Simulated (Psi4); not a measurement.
Run report: HOF, geometry relaxation (part 4 of 4)

Continued. System: HOF (hypofluorous acid), SMILES OF. Method: B3LYP/aug-cc-pVDZ, RKS (Psi4 1.11). The geometry comes from this level: PBE0-D4/def2-TZVP.

Geometry of the input (Å):
```
O  0.4306  -0.2103  0.2163
F  -0.2219  1.0146  -0.0110
H  -0.2087  -0.8043  -0.2054
```

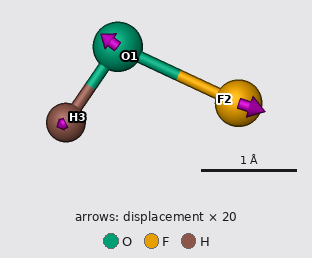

*The starting structure with the displacements as pink arrows, magnified 20 times (ball-and-stick view, seen at a tilt). The two geometries are laid on each other by the best rigid fit.*

After 4 geometry steps the energy has fallen by 1.15 kJ/mol. The largest force component goes from 0.78 to under 0.0001 eV/Å. The atom that moves furthest after the best rigid fit is F2 (0.015 Å). By element the largest moves are F 0.015 Å, O 0.012 Å, H 0.006 Å. Distances before and after: O1–F2 1.406 → 1.433 Å, O1–H3 0.969 → 0.975 Å. (Atoms are counted from 1 in the order of the input.)

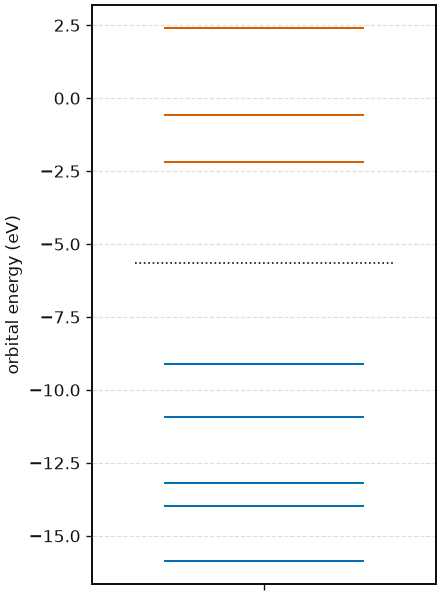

*Orbital energies near the frontier; the dotted line parts filled from empty levels, and levels within 0.02 eV of each other stand side by side.*

Highest filled −9.11 eV, lowest empty −2.19 eV, 6.92 eV apart.

Summary

```tsv
quantity	value
outcome	converged
total energy	−175.566014 hartree
basis functions	55
HOMO	−9.11 eV
LUMO	−2.19 eV
dipole moment	1.94 D
hardware	1 thread of Intel Xeon @ 2.70GHz, 189 GiB of memory available, shared host
wall time	29 s
peak memory	0.56 GiB
```
